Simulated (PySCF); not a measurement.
Input

```
{"job": {"kind": "uv", "xc": "CAM-B3LYP", "basis": "def2-SVPD", "nstates": 8, "ntriplets": 3}, "charge": 0, "multiplicity": 1}
F     -2.065521    -0.462114    -1.310095
C     -1.363245    -0.299776    -0.117563
C     -0.848356     1.102313    -0.007333
C      0.447621     1.314660     0.154632
C      1.415574     0.172202     0.244945
Ge     0.290464    -1.423289    -0.112600
H     -2.088872    -0.517343     0.673711
H     -1.564830     1.906222    -0.090493
H      0.848784     2.315632     0.235868
H      1.863083     0.140886     1.240355
H      2.233392     0.313718    -0.462842
H      0.509788    -2.093638    -1.434836
H      0.317729    -2.468986     0.968521
```

Launched as:

```sh
OMP_NUM_THREADS=1 python probes_run.py task.json out
```

Geometry: GFN2-xTB.

These are results of CAM-B3LYP/def2-SVPD, SCF density, gas phase (PySCF), not measurements.

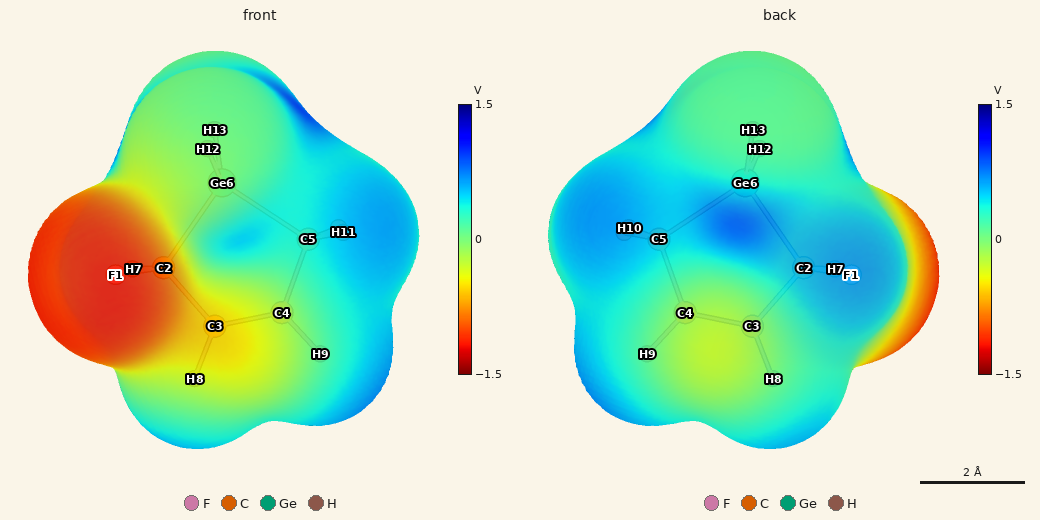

C₄H₇FGe. The molecular electrostatic potential painted on the density surface at 0.001 e/bohr³, seen from the front and from behind; the colour scale runs from red (negative) to blue (positive).

Where is the surface potential most negative and most positive?

The most negative region (about −1.1 V) lies over F1, the most positive (about +0.9 V) over Ge6.

How polar is the molecule by this calculation?

Its dipole moment is 2.30 D.
